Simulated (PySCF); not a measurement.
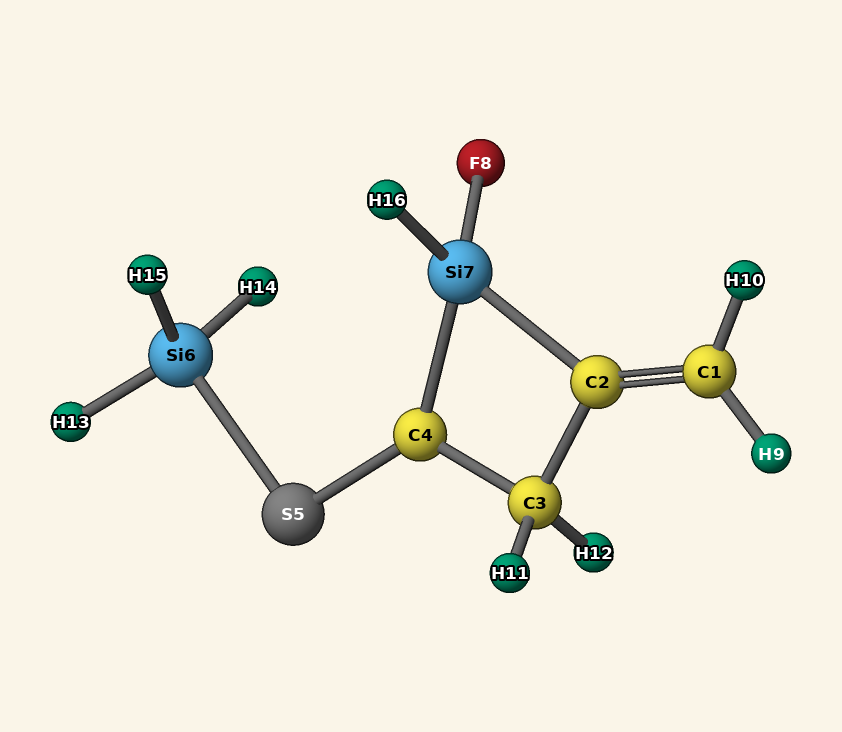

The questions are on Mulliken spin populations. The species is neutral and a spin doublet. Computed geometry: GFN2-xTB optimisation. No frequency run is at hand to confirm it as a minimum. Method: UKS B3LYP, pcH-1 on C F H S Si, non-relativistic (PySCF 2.14.0).

List the Mulliken spin populations.

| atom | value (e) |
| --- | --- |
| C1 | 0.03 |
| C2 | −0.02 |
| C3 | −0.07 |
| C4 | 0.73 |
| S5 | 0.17 |
| Si6 | 0.01 |
| Si7 | 0.04 |
| F8 | 0.00 |
| H9 | 0.00 |
| H10 | 0.00 |
| H11 | 0.04 |
| H12 | 0.04 |
| H13 | 0.00 |
| H14 | 0.01 |
| H15 | 0.00 |
| H16 | 0.01 |

Mulliken values depend strongly on the basis set. The geometry is semi-empirical. Around Si such bond lengths and angles can be off by a tenth of an ångström or more and by several degrees, and values that hang on the shape move with them.
